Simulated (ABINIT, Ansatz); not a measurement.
# NaAsF6 (Fm-3m): G0W0 with ABINIT, start to end, part 2 of 3

Aim: the G0W0 gap of NaAsF6 (Fm-3m) on LDA, step by step.

ABINIT 10.8.3; LDA and many-body steps on it, plane waves. Known limits of the many-body steps: not at the basis limit; no spin-orbit coupling; coarse k mesh.

So far. Step 2 (Ground state): The gap is direct, at Γ.

### Step 3. Bands along the symmetry lines

Level of this step: DFT, LDA, plane waves, norm-conserving pseudopotentials (ABINIT).

Levels along a band path, at the cheap level, show where the edges lie and whether the meshes to come will hold them.

File run.abi:

```
acell 3*1.0 Angstrom
rprim 
  -0.000000000000 3.983049320000 3.983049320000
  3.983049320000 -0.000000000000 3.983049320000
  3.983049320000 3.983049320000 0.000000000000
ntypat 3
znucl 11 33 9
natom 8
typat 1 2 3 3 3 3 3 3
xred 
  0.500000000000 0.500000000000 0.500000000000
  0.000000000000 0.000000000000 0.000000000000
  0.781629880000 0.781629880000 0.218370120000
  0.218370120000 0.781629880000 0.218370120000
  0.781629880000 0.218370120000 0.218370120000
  0.218370120000 0.218370120000 0.781629880000
  0.781629880000 0.218370120000 0.781629880000
  0.218370120000 0.781629880000 0.781629880000
pp_dirpath "pseudos"
pseudos "Na.upf, As.upf, F.upf"
ecut 44
iscf -2
irdden 1
kptopt 0
nkpt 26
kpt 
  0.00000000 0.00000000 0.00000000
  0.12500000 0.00000000 0.12500000
  0.25000000 0.00000000 0.25000000
  0.37500000 0.00000000 0.37500000
  0.50000000 0.00000000 0.50000000
  0.53125000 0.06250000 0.53125000
  0.56250000 0.12500000 0.56250000
  0.59375000 0.18750000 0.59375000
  0.62500000 0.25000000 0.62500000
  0.37500000 0.37500000 0.75000000
  0.28125000 0.28125000 0.56250000
  0.18750000 0.18750000 0.37500000
  0.09375000 0.09375000 0.18750000
  0.00000000 0.00000000 0.00000000
  0.12500000 0.12500000 0.12500000
  0.25000000 0.25000000 0.25000000
  0.37500000 0.37500000 0.37500000
  0.50000000 0.50000000 0.50000000
  0.50000000 0.43750000 0.56250000
  0.50000000 0.37500000 0.62500000
  0.50000000 0.31250000 0.68750000
  0.50000000 0.25000000 0.75000000
  0.50000000 0.18750000 0.68750000
  0.50000000 0.12500000 0.62500000
  0.50000000 0.06250000 0.56250000
  0.50000000 0.00000000 0.50000000
istwfk *1
nband 44
nbdbuf 2
tolwfr 1e-08
nstep 40
prtwf 0
prtvol 0
indata_prefix "in"
outdata_prefix "out"
tmpdata_prefix "tmp"
```

Run with:

```bash
OMP_NUM_THREADS=1 mpirun -n 4 abinit run.abi > log
```

Numbers of over 12 decimals in the logs are rounded to 6 here.

Output:

```text
.Version 10.8.3 of ABINIT. v10.8.2 released Aug 2026.

 Symmetries : space group Fm -3 m (#225); Bravais cF (face-center cubic)
[... echo of the input left out ...]
== DATASET  1 ==================================================================
-   mpi_nproc: 4, omp_nthreads: 1 (-1 if OMP is not activated)

--- !DatasetInfo
iteration_state: {dtset: 1, }
dimensions: {natom: 8, nkpt: 26, mband: 44, nsppol: 1, nspinor: 1, nspden: 1, mpw: 11935, }
cutoff_energies: {ecut:  44.0, pawecutdg:  -1.0, }
electrons: {nelect:   7.40000000E+01, charge:   0.00000000E+00, occopt:   1.00000000E+00, tsmear:   1.00000000E-02, }

 Real(R)+Recip(G) space primitive vectors, cartesian coordinates (Bohr,Bohr^-1):
 R(1)=  0.0000000  7.5268724  7.5268724  G(1)= -0.0664287  0.0664287  0.0664287
 R(2)=  7.5268724  0.0000000  7.5268724  G(2)=  0.0664287 -0.0664287  0.0664287
 R(3)=  7.5268724  7.5268724  0.0000000  G(3)=  0.0664287  0.0664287 -0.0664287
 Unit cell volume ucvol=  8.5285196E+02 bohr^3
 Angles (23,13,12)=  6.00000000E+01  6.00000000E+01  6.00000000E+01 degrees

 getcut: wavevector=  0.0000  0.0000  0.0000  ngfft=  64  64  64
         ecut(hartree)=     44.000   => boxcut(ratio)=   2.01353

--- Pseudopotential description ------------------------------------------------
- Na Generated using ONCVPSP code by D. R. Hamann
- 11.00000   9.00000  180309                  znucl, zion, pspdat
12 -1012 1 -1 1968                            pspcod,pspxc,lmax,lloc,mmax
     nproj     2     2     0
  pspatm : epsatm=    9.37365322
         --- l  ekb(1:nproj) -->
             0    2.664741   -0.674314
             1   -6.796556   -2.419774
 pspatm: atomic psp has been read  and splines computed

- As Generated using ONCVPSP code by D. R. Hamann
- 33.00000  23.00000  180309                  znucl, zion, pspdat
12 -1012 2 -1 1326                            pspcod,pspxc,lmax,lloc,mmax
     nproj     2     2     2
  pspatm : epsatm=   24.70505022
         --- l  ekb(1:nproj) -->
             0    4.065557   -2.237212
[...]
pspatm: atomic psp has been read  and splines computed

- F Generated using ONCVPSP code by D. R. Hamann
-  9.00000   7.00000  201202                  znucl, zion, pspdat
12 -1012 2 -1 824                             pspcod,pspxc,lmax,lloc,mmax
     nproj     2     2     1
  pspatm : epsatm=    4.94580260
         --- l  ekb(1:nproj) -->
[...]
2   -2.364936
 pspatm: atomic psp has been read  and splines computed

--------------------------------------------------------------------------------

================================================================================
 prteigrs : about to open file out_EIG
 Non-SCF case, kpt    1 (  0.00000  0.00000  0.00000), residuals and eigenvalues=
  3.92E-09  2.38E-09  1.93E-09  6.05E-09  5.09E-09  1.01E-09  1.62E-09  1.20E-09
[...]
3.1088E-01  3.3829E-01
 Non-SCF case, kpt   26 (  0.50000  0.00000  0.50000), residuals and eigenvalues=
[...]
-1.7739E-01 -1.6798E-01 -1.6552E-01 -1.6552E-01 -1.4705E-01 -1.4705E-01
 -1.3537E-01  9.6224E-02  2.5053E-01  2.8948E-01  2.9319E-01  2.9319E-01
  3.0605E-01  3.3881E-01

--- !ResultsGS
iteration_state: {dtset: 1, }
comment   : Summary of ground state results
lattice_vectors:
- [ -0.0000000,   7.5268724,   7.5268724, ]
- [  7.5268724,  -0.0000000,   7.5268724, ]
- [  7.5268724,   7.5268724,   0.0000000, ]
lattice_lengths: [  10.64460,   10.64460,   10.64460, ]
lattice_angles: [ 60.000,  60.000,  60.000, ] # degrees, (23, 13, 12)
lattice_volume:   8.5285196E+02
convergence: {deltae:  0.000E+00, res2:  0.000E+00, residm:  9.963E-09, diffor:  0.000E+00, }
etotal    :  -5.01570620E+02
entropy   :   0.00000000E+00
fermie    :  -1.35215614E-01
cartesian_stress_tensor: null
pressure_GPa: null
xred      :
- [  5.0000E-01,   5.0000E-01,   5.0000E-01, Na]
- [  0.0000E+00,   0.0000E+00,   0.0000E+00, As]
- [  7.8163E-01,   7.8163E-01,   2.1837E-01,  F]
- [  2.1837E-01,   7.8163E-01,   2.1837E-01,  F]
- [  7.8163E-01,   2.1837E-01,   2.1837E-01,  F]
- [  2.1837E-01,   2.1837E-01,   7.8163E-01,  F]
- [  7.8163E-01,   2.1837E-01,   7.8163E-01,  F]
- [  2.1837E-01,   7.8163E-01,   7.8163E-01,  F]
cartesian_forces: null
force_length_stats: {min: null, max: null, mean: null, }

 Integrated electronic density in atomic spheres:
 ------------------------------------------------
 Atom  Sphere_radius  Integrated_density
[...]
================================================================================

 ----iterations are completed or convergence reached----

 Mean square residual over all n,k,spin=   47.558E-10; max=  99.627E-10
 reduced coordinates (array xred) for    8 atoms
[...]
0.781629880000      0.218370120000      0.781629880000
       0.218370120000      0.781629880000      0.781629880000

 cartesian coordinates (angstrom) at end:
[...]
length scales=  1.889726125908  1.889726125908  1.889726125908 bohr
              =  1.000000000000  1.000000000000  1.000000000000 angstroms
 prteigrs : about to open file out_EIG
 Eigenvalues (hartree) for nkpt=  26  k points:
 kpt#   1, nband= 44, wtk=  1.00000, kpt=  0.0000  0.0000  0.0000 (reduced coord)
[...]
kpt#   2, nband= 44, wtk=  1.00000, kpt=  0.1250  0.0000  0.1250 (reduced coord)
[...]
kpt#   3, nband= 44, wtk=  1.00000, kpt=  0.2500  0.0000  0.2500 (reduced coord)
[...]
kpt#  25, nband= 44, wtk=  1.00000, kpt=  0.5000  0.0625  0.5625 (reduced coord)
[...]
0.28804    0.30361    0.31088    0.33829
 kpt#  26, nband= 44, wtk=  1.00000, kpt=  0.5000  0.0000  0.5000 (reduced coord)
[...]
-0.22626   -0.20930   -0.20930   -0.20839   -0.18655   -0.17739   -0.17739   -0.16798
  -0.16552   -0.16552   -0.14705   -0.14705   -0.13537    0.09622    0.25053    0.28948
   0.29319    0.29319    0.30605    0.33881

== END DATASET(S) ==============================================================
================================================================================

 -outvars: echo values of variables after computation  --------
            nband          44
             nkpt          26
          spgroup         225
 [... the other variables as echoed above ...]

 Calculation completed.
```

It took 87 s on 4 MPI ranks of Arm Neoverse V1, shared host; peak memory 0.57 GiB.

Numbers from this step:

* gap: 5.289 eV
* k of the valence top: 0, 0, 0
* k of the conduction bottom: 0, 0, 0
* least direct gap: 5.289 eV

The gap is 5.289 eV, as in the run before at this level.

Electronic bands along the path, in eV, zero at the top of the highest filled band:

```tsv
point	band 34	band 35	band 36	band 37	band 38	band 39	band 40	band 41
Γ	-0.79	0.00	0.00	0.00	5.29	9.28	11.56	11.56
X	-0.82	-0.32	-0.32	0.00	6.30	10.50	11.56	11.66
U	-0.79	-0.29	-0.25	-0.07	6.33	10.57	10.68	11.70
jump to K	-0.79	-0.29	-0.25	-0.07	6.33	10.57	10.68	11.70
Γ	-0.79	0.00	0.00	0.00	5.29	9.28	11.56	11.56
L	-0.69	-0.17	-0.17	-0.11	6.19	9.69	10.69	12.19
W	-0.89	-0.32	-0.15	-0.15	6.35	10.86	10.87	10.87
X	-0.82	-0.32	-0.32	0.00	6.30	10.50	11.56	11.66
```

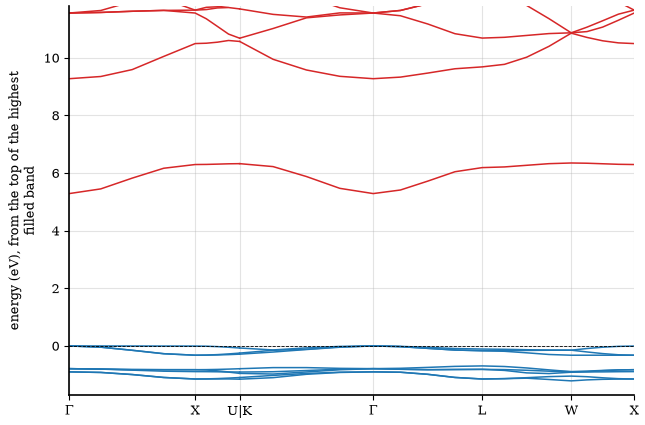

Electronic bands along the path; lines of filled and empty bands in two colours.

### Step 4. Empty states on the mesh, 2×2×2 mesh, 106 bands

The sums over transitions need many empty states on a uniform mesh; this step solves for them.

File run.abi:

```
acell 3*1.0 Angstrom
rprim 
  -0.000000000000 3.983049320000 3.983049320000
  3.983049320000 -0.000000000000 3.983049320000
  3.983049320000 3.983049320000 0.000000000000
ntypat 3
znucl 11 33 9
natom 8
typat 1 2 3 3 3 3 3 3
xred 
  0.500000000000 0.500000000000 0.500000000000
  0.000000000000 0.000000000000 0.000000000000
  0.781629880000 0.781629880000 0.218370120000
  0.218370120000 0.781629880000 0.218370120000
  0.781629880000 0.218370120000 0.218370120000
  0.218370120000 0.218370120000 0.781629880000
  0.781629880000 0.218370120000 0.781629880000
  0.218370120000 0.781629880000 0.781629880000
pp_dirpath "pseudos"
pseudos "Na.upf, As.upf, F.upf"
ecut 44
ngkpt 2 2 2
nshiftk 1
shiftk 0 0 0
kptopt 1
chksymbreak 0
iscf -2
irdden 1
istwfk *1
nband 106
nbdbuf 8
tolwfr 1e-09
nstep 60
prtvol 0
indata_prefix "in"
outdata_prefix "out"
tmpdata_prefix "tmp"
```

Output:

```text
.Version 10.8.3 of ABINIT. v10.8.2 released Aug 2026.

 Symmetries : space group Fm -3 m (#225); Bravais cF (face-center cubic)
[... echo of the input left out ...]
== DATASET  1 ==================================================================
-   mpi_nproc: 4, omp_nthreads: 1 (-1 if OMP is not activated)
-    --> not optimal distribution: autoparal keyword recommended in input file <--

--- !DatasetInfo
iteration_state: {dtset: 1, }
dimensions: {natom: 8, nkpt: 3, mband: 106, nsppol: 1, nspinor: 1, nspden: 1, mpw: 11935, }
cutoff_energies: {ecut:  44.0, pawecutdg:  -1.0, }
electrons: {nelect:   7.40000000E+01, charge:   0.00000000E+00, occopt:   1.00000000E+00, tsmear:   1.00000000E-02, }

 Real(R)+Recip(G) space primitive vectors, cartesian coordinates (Bohr,Bohr^-1):
 R(1)=  0.0000000  7.5268724  7.5268724  G(1)= -0.0664287  0.0664287  0.0664287
 R(2)=  7.5268724  0.0000000  7.5268724  G(2)=  0.0664287 -0.0664287  0.0664287
 R(3)=  7.5268724  7.5268724  0.0000000  G(3)=  0.0664287  0.0664287 -0.0664287
 Unit cell volume ucvol=  8.5285196E+02 bohr^3
 Angles (23,13,12)=  6.00000000E+01  6.00000000E+01  6.00000000E+01 degrees

 getcut: wavevector=  0.0000  0.0000  0.0000  ngfft=  64  64  64
         ecut(hartree)=     44.000   => boxcut(ratio)=   2.01353

--- Pseudopotential description ------------------------------------------------
- Na Generated using ONCVPSP code by D. R. Hamann
- 11.00000   9.00000  180309                  znucl, zion, pspdat
12 -1012 1 -1 1968                            pspcod,pspxc,lmax,lloc,mmax
     nproj     2     2     0
  pspatm : epsatm=    9.37365322
         --- l  ekb(1:nproj) -->
             0    2.664741   -0.674314
             1   -6.796556   -2.419774
 pspatm: atomic psp has been read  and splines computed

- As Generated using ONCVPSP code by D. R. Hamann
- 33.00000  23.00000  180309                  znucl, zion, pspdat
12 -1012 2 -1 1326                            pspcod,pspxc,lmax,lloc,mmax
     nproj     2     2     2
  pspatm : epsatm=   24.70505022
         --- l  ekb(1:nproj) -->
             0    4.065557   -2.237212
[...]
pspatm: atomic psp has been read  and splines computed

- F Generated using ONCVPSP code by D. R. Hamann
-  9.00000   7.00000  201202                  znucl, zion, pspdat
12 -1012 2 -1 824                             pspcod,pspxc,lmax,lloc,mmax
     nproj     2     2     1
  pspatm : epsatm=    4.94580260
         --- l  ekb(1:nproj) -->
[...]
2   -2.364936
 pspatm: atomic psp has been read  and splines computed

--------------------------------------------------------------------------------

================================================================================
 prteigrs : about to open file out_EIG
 Non-SCF case, kpt    1 (  0.00000  0.00000  0.00000), residuals and eigenvalues=
[...]
5.47E-10  5.76E-10  9.07E-10  1.24E-10  2.22E-10  4.81E-10  9.55E-10  1.84E-10
[...]
1.31E-03  2.44E-03
 -6.8929E+00 -4.8286E+00 -4.8286E+00 -4.8286E+00 -1.8230E+00 -1.4332E+00
 -1.4332E+00 -1.4274E+00 -1.4274E+00 -1.4274E+00 -9.4739E-01 -8.8658E-01
 -8.8658E-01 -8.8658E-01 -8.5236E-01 -8.5236E-01 -8.1140E-01 -8.1140E-01
[...]
1.1371E+00  1.1371E+00  1.1573E+00  1.1573E+00  1.1573E+00  1.2185E+00
  1.2185E+00  1.3120E+00  1.3120E+00  1.3120E+00  1.3803E+00  1.4591E+00
  1.4593E+00  1.4596E+00  1.4651E+00  1.4709E+00
 prteigrs : prtvol=0 or 1, do not print more k-points.

--- !ResultsGS
iteration_state: {dtset: 1, }
comment   : Summary of ground state results
lattice_vectors:
- [ -0.0000000,   7.5268724,   7.5268724, ]
- [  7.5268724,  -0.0000000,   7.5268724, ]
- [  7.5268724,   7.5268724,   0.0000000, ]
lattice_lengths: [  10.64460,   10.64460,   10.64460, ]
lattice_angles: [ 60.000,  60.000,  60.000, ] # degrees, (23, 13, 12)
lattice_volume:   8.5285196E+02
convergence: {deltae:  0.000E+00, res2:  0.000E+00, residm:  9.930E-10, diffor:  0.000E+00, }
etotal    :  -5.01570620E+02
entropy   :   0.00000000E+00
fermie    :  -1.35215614E-01
cartesian_stress_tensor: null
pressure_GPa: null
xred      :
- [  5.0000E-01,   5.0000E-01,   5.0000E-01, Na]
- [  0.0000E+00,   0.0000E+00,   0.0000E+00, As]
- [  7.8163E-01,   7.8163E-01,   2.1837E-01,  F]
- [  2.1837E-01,   7.8163E-01,   2.1837E-01,  F]
- [  7.8163E-01,   2.1837E-01,   2.1837E-01,  F]
- [  2.1837E-01,   2.1837E-01,   7.8163E-01,  F]
- [  7.8163E-01,   2.1837E-01,   7.8163E-01,  F]
- [  2.1837E-01,   7.8163E-01,   7.8163E-01,  F]
cartesian_forces: null
force_length_stats: {min: null, max: null, mean: null, }

 Integrated electronic density in atomic spheres:
 ------------------------------------------------
 Atom  Sphere_radius  Integrated_density
[...]
================================================================================

 ----iterations are completed or convergence reached----

 Mean square residual over all n,k,spin=   42.811E-11; max=  99.296E-11
 reduced coordinates (array xred) for    8 atoms
[...]
0.781629880000      0.218370120000      0.781629880000
       0.218370120000      0.781629880000      0.781629880000

 cartesian coordinates (angstrom) at end:
    1      3.983049     3.983049     3.983049
    2      0.000000     0.000000     0.000000
[...]
7      3.983049     6.226541     3.983049
    8      6.226541     3.983049     3.983049
 length scales=  1.889726125908  1.889726125908  1.889726125908 bohr
              =  1.000000000000  1.000000000000  1.000000000000 angstroms
 prteigrs : about to open file out_EIG
 Eigenvalues (hartree) for nkpt=   3  k points:
 kpt#   1, nband=106, wtk=  0.12500, kpt=  0.0000  0.0000  0.0000 (reduced coord)
[...]
1.11544    1.13709    1.13709    1.13709    1.15733    1.15733    1.15733    1.21855
   1.21855    1.31204    1.31204    1.31204    1.38027    1.45907    1.45930    1.45960
   1.46507    1.47086
 prteigrs : prtvol=0 or 1, do not print more k-points.

== END DATASET(S) ==============================================================
================================================================================

 -outvars: echo values of variables after computation  --------
            nband         106
             nkpt           3
          spgroup         225
 [... the other variables as echoed above ...]

 Calculation completed.
```

It took 38 s on 4 MPI ranks; peak memory 0.44 GiB; 2.6 min of CPU time.

Numbers from this step:

| Property | Result |
| --- | --- |
| gap | 5.289 eV |
| k of the valence top | 0, 0, 0 |
| k of the conduction bottom | 0, 0, 0 |
| least direct gap | 5.289 eV |
| k points computed | 3 |
| lowest point of the top converged band, above the valence top | 37.74 eV |

On this mesh the gap is 5.289 eV.

### Step 5. Screening, 2×2×2 mesh, 98 bands, screening to 98 eV

The RPA dielectric matrix is built and inverted for each q.

This step: RPA screening on LDA, plane waves, norm-conserving pseudopotentials.

run.abi, as its differences from that of step 4:

```diff
@@ -26,10 +26,11 @@
 chksymbreak 0
-iscf -2
-irdden 1
 istwfk *1
-nband 106
-nbdbuf 8
-tolwfr 1e-09
-nstep 60
-prtvol 0
+occopt 1
+irdwfk 1
+optdriver 3
+nband 98
+ecuteps 3.6
+inclvkb 2
+awtr 1
+symchi 1
 indata_prefix "in"
```

Output:

```text
.Version 10.8.3 of ABINIT. v10.8.2 released Aug 2026.

 Symmetries : space group Fm -3 m (#225); Bravais cF (face-center cubic)
[... echo of the input left out ...]
== DATASET  1 ==================================================================
-   mpi_nproc: 4, omp_nthreads: 1 (-1 if OMP is not activated)

--- !DatasetInfo
iteration_state: {dtset: 1, }
dimensions: {natom: 8, nkpt: 3, mband: 98, nsppol: 1, nspinor: 1, nspden: 1, mpw: 11935, }
cutoff_energies: {ecut:  44.0, pawecutdg:  -1.0, }
electrons: {nelect:   7.40000000E+01, charge:   0.00000000E+00, occopt:   1.00000000E+00, tsmear:   1.00000000E-02, }

 SCREENING: Calculation of the susceptibility and dielectric matrices

 Based on a program developped by R.W. Godby, V. Olevano, G. Onida, and L. Reining.
 Incorporated in ABINIT by V. Olevano, G.-M. Rignanese, and M. Torrent.
.Using double precision arithmetic ; gwpc =  8

[... cell and pseudopotentials left out ...]
--------------------------------------------------------------------------------

 ==== K-mesh for the wavefunctions ====
 Number of points in the irreducible wedge :     3
[... list of points left out ...]
 Together with 48 symmetry operations and time-reversal symmetry
 yields     8 points in the full Brillouin Zone.

 ==== Q-mesh for the screening function ====
 Number of points in the irreducible wedge :     3
[... list of points left out ...]
 Together with 48 symmetry operations and time-reversal symmetry
 yields     8 points in the full Brillouin Zone.

 setmesh: FFT mesh size selected  =    45x   45x   45
          total number of points  =        91125

 vcoul_init : cutoff-mode = AUXILIARY_FUNCTION
 q-points for optical limit:   1
     1)      0.000010    0.000020    0.000030

- screening: taking advantage of time-reversal symmetry
- Maximum band index for partially occupied states nbvw = 37
- Remaining bands to be divided among processors   nbcw = 61
- Number of bands treated by each node ~15

 Number of electrons calculated from density =   74.0000; Expected =   74.0000
 average of density, n =  0.086768
 r_s =    1.4013
 omega_plasma =   28.4141 [eV]

 calculating chi0 at frequencies [eV] :
  1    0.000000E+00    0.000000E+00
  2    0.000000E+00    2.841415E+01

--------------------------------------------------------------------------------
  q-point number  1        q = ( 0.000000, 0.000000, 0.000000) [r.l.u.]
--------------------------------------------------------------------------------
[... chi0 elements left out ...]
 For q-point:  0.000010 0.000020 0.000030
  dielectric constant =   1.7182
  dielectric constant without local fields =   1.8889

  Average fulfillment of the sum rule on Im[epsilon] for q-point    1 :     23.06  [%]
[... wings left out ...]
  q-point number  2        q = ( 0.500000, 0.000000, 0.000000) [r.l.u.]
--------------------------------------------------------------------------------
[... chi0 elements left out ...]
  Average fulfillment of the sum rule on Im[epsilon] for q-point    2 :     27.43  [%]

 [... 1 further q-points ...]
```

It took 32 s on 4 MPI ranks; peak memory 1.9 GiB; 2.1 min of CPU time.

Numbers from this step:

```
ε∞ with local fields, on this mesh, along the program's q direction : 1.718
the same without local fields                                       : 1.889
plasma frequency                                                    : 28.41 eV
plane waves in the screening matrix                                 : 283
```

Local fields lower ε∞ by 9 %. On a Γ-centred mesh this coarse the value itself is usually too large, while a short band sum pulls it down.

(Continued in part 3 of 3.)

[Paths, hosts, dates, memory and timing lines, banners, echoed tables and standing remarks are left out of the program output.]

[Logs are printed without paths, hosts, clocks, repeated set-up lines and the standing remarks that a program may print on its own settings, such as how far it seeks lower states.]

[Runs of the session that timed out or met a known fault of the program may be left out.]

[Hosts, paths, dates, database ids (printed as entryN), source tags and the programs' standing remarks are cut or masked in the printed files.]

[G0W0 gaps are taken among the corrected bands and points alone; a level outside them can change the order at an edge.]

[Where Ansatz stands beside ABINIT at settings called matched, ABINIT's density can come from a denser mesh and the files from another edition; pairs whose starting gaps differed by over 0.03 eV were left out, so agreement reads better than it is.]
